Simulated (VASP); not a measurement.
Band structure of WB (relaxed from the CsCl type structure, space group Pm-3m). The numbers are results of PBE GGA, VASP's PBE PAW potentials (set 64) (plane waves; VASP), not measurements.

Unless said otherwise, spin-orbit coupling is left out, though it shifts the bands of the heavy elements here.

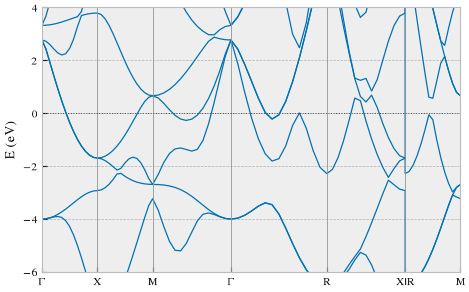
Figure: Bands along high-symmetry lines, zero at the valence-band maximum or, without a gap, the Fermi level

Q: Read the plot: is there a gap, and where are the band edges?

A: It has no gap at this level: it comes out as a metal or semimetal. (Edges off the drawn lines would not show.)

The structure was generated: WB was put into the CsCl type type (Pm-3m), which need not be its known phase. It was relaxed first, which changed the volume by -33 %. The electron count is odd and the run is not spin-polarised, which forces a metal.
